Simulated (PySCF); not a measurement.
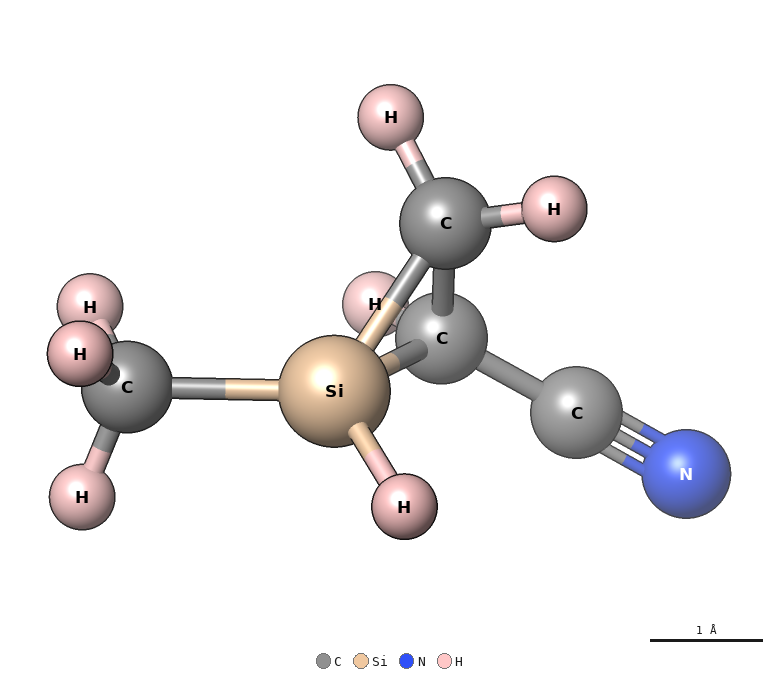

Distant atoms are faded towards the background colour. Computed geometry: PBE0-D3(BJ)/def2-SVP optimisation. No frequency run is at hand to confirm it as a minimum. Masses are those of the most abundant isotopes; constants are for the rigid equilibrium geometry.

### Classify the rotor and give the rotational constants (MHz).

An asymmetric top (C1): A = 7314, B = 1588, C = 1475 MHz. Ray's parameter κ is −0.96, close to the prolate limit.
